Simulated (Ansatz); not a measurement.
Three curves of one kind of scan: energy against volume (even scaling of the relaxed cell, symmetry kept). Level of theory: PBE (plane waves to 420 eV, PAW, scalar-relativistic; Ansatz, a first-principles code). Each is measured from its own zero (the relaxed starting cell). 

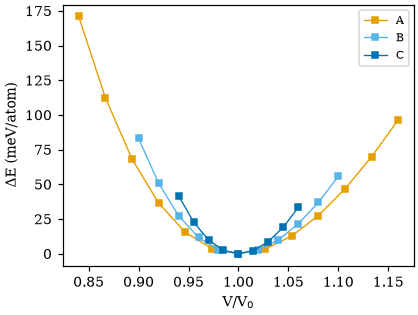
Fig. 1. Curves A, B and C.

**Question.** Which curve belongs to the crystal with a fitted bulk modulus of 66.9 GPa and a relaxed volume of 23.50 Å³/atom?

**Answer.** Curve A, AlAs (zinc blende): near the minimum ΔE ≈ ½·B₀·V₀·(V/V₀ − 1)², with B₀·V₀ = 9.8 eV/atom.

All were relaxed with their symmetry unable to fall. NbN is run without spin polarisation. Relaxed Ni ends ferromagnetic. This is a high-temperature form of NbN. The magnetic order is the one the run started from; other orders were not tried. (This holds for the magnetic or f-shell members.)

(Under strain, the slope of the energy per volume gives the stress and its curvature an elastic modulus.)
